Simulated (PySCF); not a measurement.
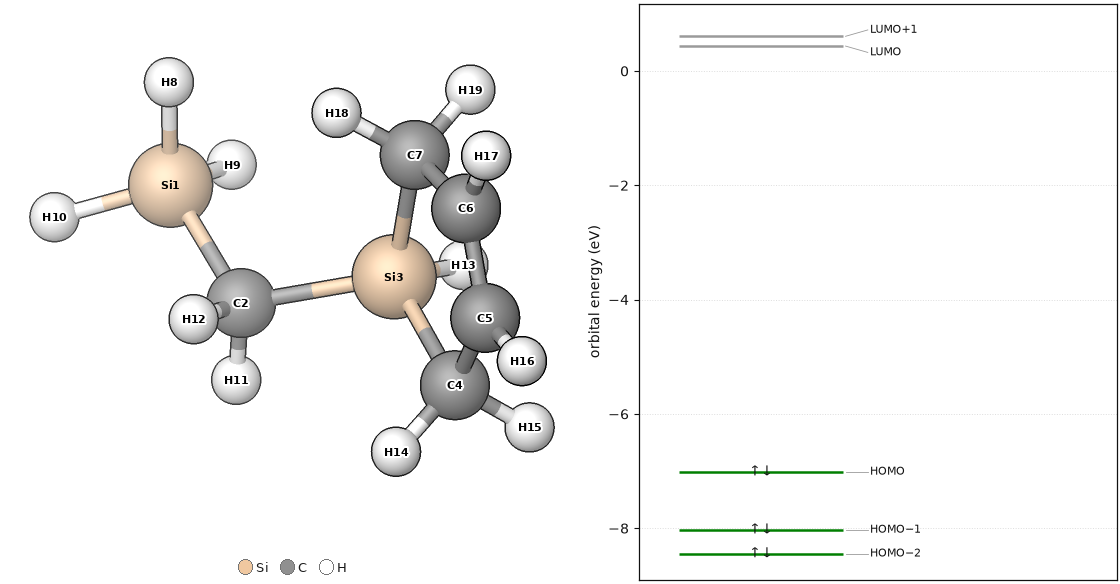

C₅H₁₂Si₂, SMILES [SiH3]C[SiH]1CC=CC1. Kohn-Sham orbital energies near the frontier, PBE0/def2-SVPD in PySCF, at a GFN2-xTB geometry (no frequency check), isolated molecule; empty levels in grey, levels within 0.03 eV side by side.

> Where do the frontier orbitals lie?

HOMO at −7.01 eV, LUMO at 0.44 eV, 7.45 eV apart.

> List the levels with the atoms that carry most of them (a dash for levels above zero or within 0.03 eV of another, where shares mean little).

```tsv
orbital	energy (eV)	Löwdin shares
LUMO+1	0.61	–
LUMO	0.44	–
HOMO	−7.01	C6/C5 33 % each, C4/C7 8 % each
HOMO−1	−8.03	C4 27 %, Si3 18 %, C7 14 %
HOMO−2	−8.44	C2 23 %, C7 20 %, Si3 19 %
```

Caveats: the tight-binding geometry is rougher than a DFT one and adds to the error; one conformer of a flexible molecule; empty levels above zero depend strongly on the basis.
